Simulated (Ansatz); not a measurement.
**C2H9FN2Si: density, localisation and related maps**

```
atom    x (Å)    y (Å)    z (Å)
   C  -0.2069  -1.2263   1.3520
   C   0.3217  -0.5492   0.0994
   N   1.6706  -0.9272  -0.1353
   F  -0.4274  -1.0077  -0.9543
   N   0.0990   0.8723   0.0854
  Si  -1.0959   1.7236  -0.8461
   H  -0.0427  -2.3016   1.2950
   H  -1.2734  -1.0308   1.4446
   H   0.2949  -0.8339   2.2380
   H   2.1205  -0.3207  -0.7948
   H   2.2145  -0.9893   0.7026
   H   0.6439   1.3776   0.7546
   H  -0.9889   3.1334  -0.3980
   H  -0.8518   1.6699  -2.3044
   H  -2.4750   1.2447  -0.5949
```

All numbers below come from RHF/def2-SVP in Ansatz 0.2.0.

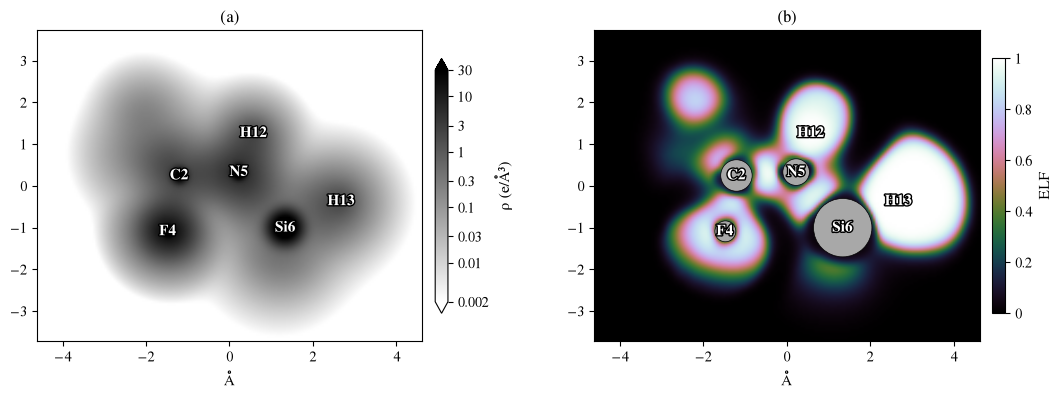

Figure 1. (a) total electron density; (b) ELF on the plane of atoms Si6, N5 and H12. Grey discs cover the atomic cores in the ELF map.

**Interpret the plot.**

Atoms in the plane: C, F, N, Si and H.
C–F (1.37 Å): ρ is about 2.2 e/Å³ halfway, with its minimum of 1.6 e/Å³ about 0.5 Å from C; the ELF peaks at about 0.85 between the atoms (a shared but strongly polarised pair).
C–N (1.44 Å): the density is about 2.1 e/Å³ at the midpoint; the ELF peaks at about 0.95 between the atoms: localised, covalent bonding.
Si–N (1.74 Å): ρ is about 1.1 e/Å³ halfway; the ELF peaks at about 0.90 between the atoms: a polar covalent bond.
N–H (1.00 Å): ρ at the midpoint is about 2.8 e/Å³; the ELF climbs to about 1 towards the hydrogen, as it does in any bond to H (an ordinary covalent bond to hydrogen).
Si–H (1.48 Å): the density is about 0.76 e/Å³ at the midpoint; the ELF climbs to about 1 towards the hydrogen.
The ELF also peaks beside F4, away from the bonds: lone-pair regions.

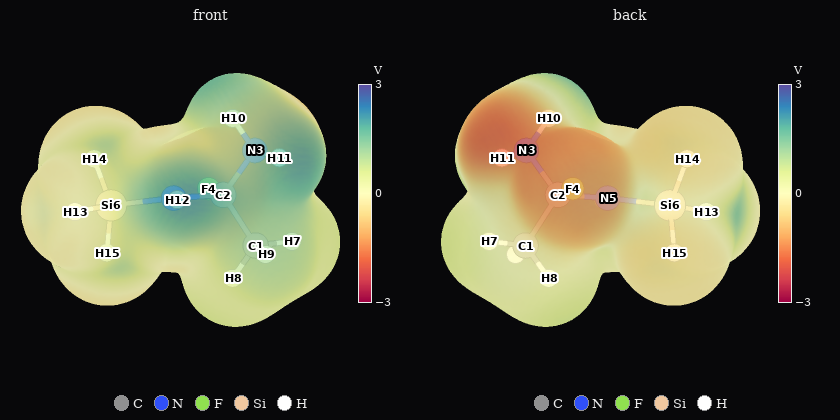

Figure 2. The electrostatic potential painted on the density surface at 0.002 e/bohr³, seen from the front and from behind; red is negative and blue positive.

**Describe the electrostatic potential map.**

The most negative region (about −1.8 V) lies over N3, the most positive (about +2.0 V) over H11 and H12. N3 is the likeliest acceptor of a hydrogen bond.

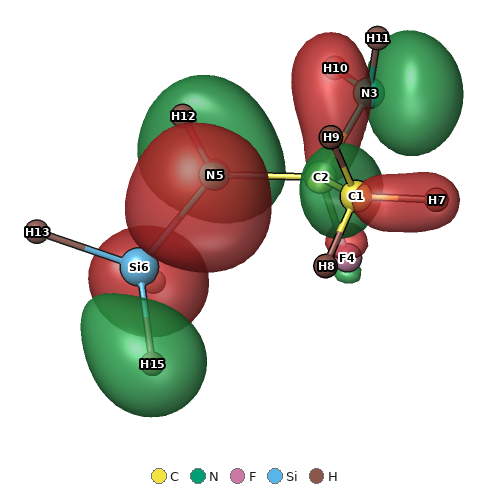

Figure 3. The HOMO at ±0.1 Å⁻³ᐟ² (green and red are the two phases), seen at an oblique angle.

**What is the character of this orbital?**

By Hirshfeld shares it lies mainly on N5 (about 45 %) and N3 (about 15 %). Its energy is −10.37 eV.

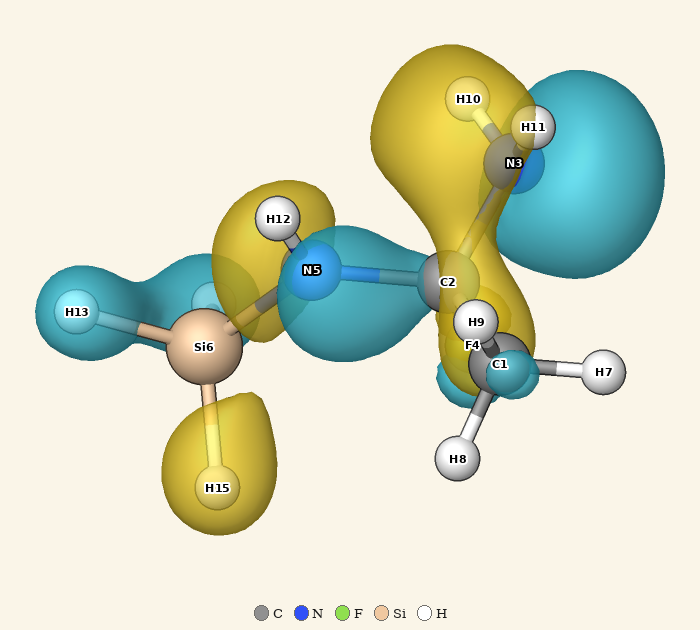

Figure 4. The HOMO−1 at ±0.1 Å⁻³ᐟ² (yellow and cyan are the two phases), seen at a tilt.

**Describe this orbital and give its energy.**

Its weight (Hirshfeld) is mainly on N3 (about 55 %), N5 (about 10 %) and C2 (about 5 %). Its energy is −11.72 eV.
